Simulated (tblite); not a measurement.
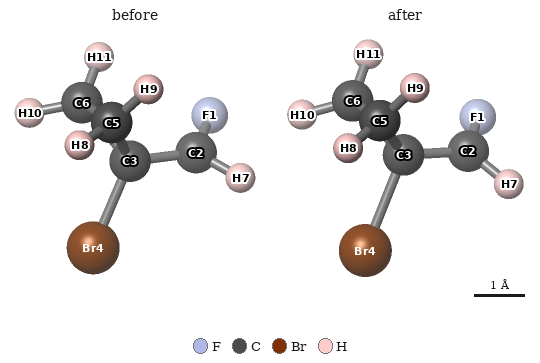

The structure of C₄H₅BrF (multiplicity 2) before (left) and after (right) a relaxation, at one scale.

Style: ball-and-stick. Shown at a tilt.

Theory: GFN2-xTB geometry optimisation, gas phase in tblite 0.8.0. 

**Describe what moved and what it gained.**

The energy falls by 3.48 kcal/mol in 39 geometry steps. The largest move after the best rigid fit is that of H7, 0.17 Å. Largest moves by element: H 0.17 Å, C 0.15 Å, Br 0.10 Å, F 0.07 Å. Among the contacts that change: C3–Br4 1.901 → 2.072 Å, C3–C6 1.523 → 1.492 Å, C2–C3 1.442 → 1.415 Å, C3–C5 1.518 → 1.504 Å. Among the angles between lasting bonds that change: C2–C3–C5 118.1° → 126.1°, C2–C3–C6 118.2° → 124.5°, Br4–C3–C5 117.0° → 111.4°. The run took 0.19 s on 1 thread of Arm Neoverse V1 (shared host).
